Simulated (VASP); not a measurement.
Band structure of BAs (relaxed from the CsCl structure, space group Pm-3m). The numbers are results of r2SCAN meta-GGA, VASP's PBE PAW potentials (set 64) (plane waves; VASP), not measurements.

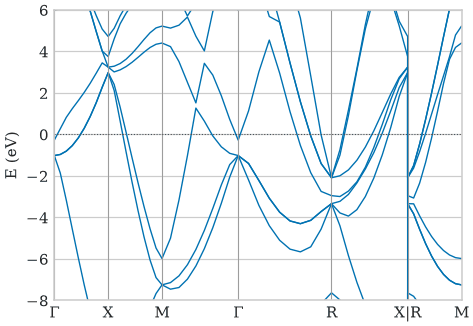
Fig. 1. Bands along high-symmetry lines, zero at the valence-band maximum or, without a gap, the Fermi level

Task: Read the plot: is there a gap, and where are the band edges?

Result: It has no gap at this level: it comes out as a metal or semimetal.

The structure was generated: BAs was put into the CsCl type (Pm-3m), which need not be its known phase. It was relaxed first, which changed the volume by +31 %. VASP warned that the highest band is occupied, so more bands are needed.
